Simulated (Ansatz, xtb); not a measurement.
**Redistribution: CH7ClSi2 + SiH2(OH)(SiH3) → CH8OSi2 + SiH2(SiH3)Cl**

Species: CH7ClSi2 `C[SiH2][SiH2]Cl`, singlet; SiH2(OH)(SiH3) (disilanol), singlet; CH8OSi2 `C[SiH2][SiH2]O`, singlet; SiH2(SiH3)Cl, singlet. The partners trade Cl for OH; both sit on Si, so the bond types are kept.

Shapes, held fixed at every level: PBE0-D4/def2-TZVP. Flexible molecules stand in one conformer, not always the lowest. Programs: Ansatz 0.2.0, xtb 6.7.1. Electronic energies: no zero-point or thermal term.

| level | kind | ΔE (kJ/mol) | less CCSD(T)/CBS estimate | CPU time (sum over the molecules) |
| --- | --- | --- | --- | --- |
| GFN2-xTB | semi-empirical | 0.0 | -1.4 | 0.17 s |
| r2SCAN-D4/def2-TZVPP | meta-GGA | +1.6 | +0.2 | 44 s |
| B3LYP-D4/def2-TZVPP | global hybrid | +1.6 | +0.2 | 46 s |
| B2PLYP/def2-TZVPP | double hybrid | +1.5 | +0.1 | 50 s |
| MP2/def2-TZVPP | perturbation theory | +1.5 | +0.1 | – |
| CCSD(T)/def2-TZVPP | coupled cluster or CI | +1.5 | +0.1 | 14 min |
| CCSD/def2-TZVPP | coupled cluster or CI | +1.5 | +0.1 | – |
| CCSD(T)/CBS estimate | coupled cluster or CI | +1.4 | 0.0 | 17 min |

The highest level, CCSD(T)/CBS estimate, gives ΔE = +1.4 kJ/mol; the levels span 0.0 to +1.6. That is about zero within the method's error. The column of differences is taken from that level and isn't an error. No measured value is set beside it here. The CBS estimate extrapolates MP2 from def2-TZVPP and def2-QZVPP and adds CCSD(T) − MP2 in the triple-zeta set, cores frozen. Times are processor times on shared x86 and Arm servers, and rough.

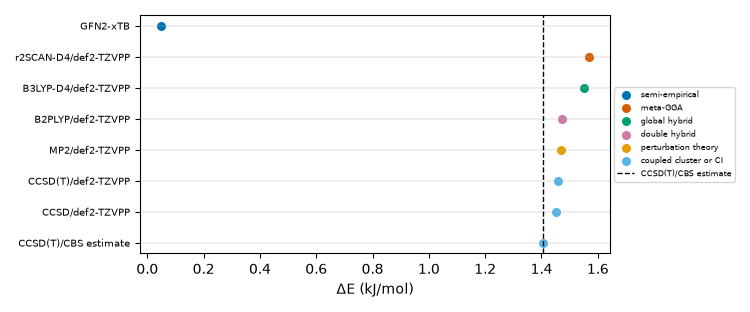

The values of the table, level by level.
